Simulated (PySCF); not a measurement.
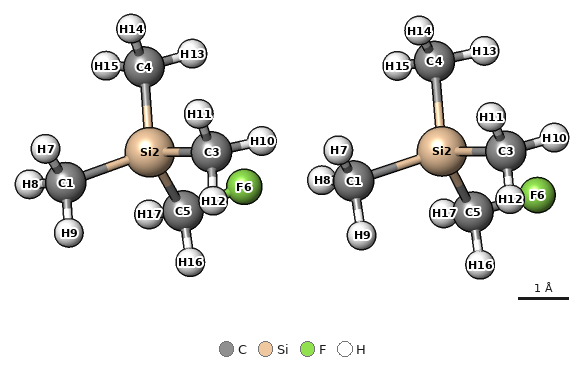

Two geometries of C$_{4}$H$_{11}$FSi, drawn at one scale. One is the start of a relaxation, the other its converged end. Style: ball-and-stick. Shown from a free direction.

Theory: PBE0-D3(BJ)/def2-SVP geometry optimisation, gas phase in PySCF. 

### Which geometry has the lower energy?

The left one is the relaxed one. The start comes from GFN2-xTB. Its atoms were then displaced at random by about 0.03 Å. The energy falls by 94.2 kJ/mol in 9 geometry steps. The largest move after the best rigid fit is that of F6, 0.17 Å. By element the largest moves are F 0.17 Å, C 0.15 Å, H 0.12 Å, Si 0.03 Å. Some distances before and after: Si2–C4 2.016 → 1.878 Å, C1–H8 1.012 → 1.102 Å, C3–H12 1.032 → 1.102 Å, Si2–C3 1.947 → 1.878 Å. Bond angles that change, for instance: H13–C4–H15 120.8° → 107.9°, Si2–C4–H14 102.0° → 111.8°, Si2–C1–H9 104.7° → 111.7°. Cost: 71 s on 1 thread of Arm Neoverse V2 (shared host).
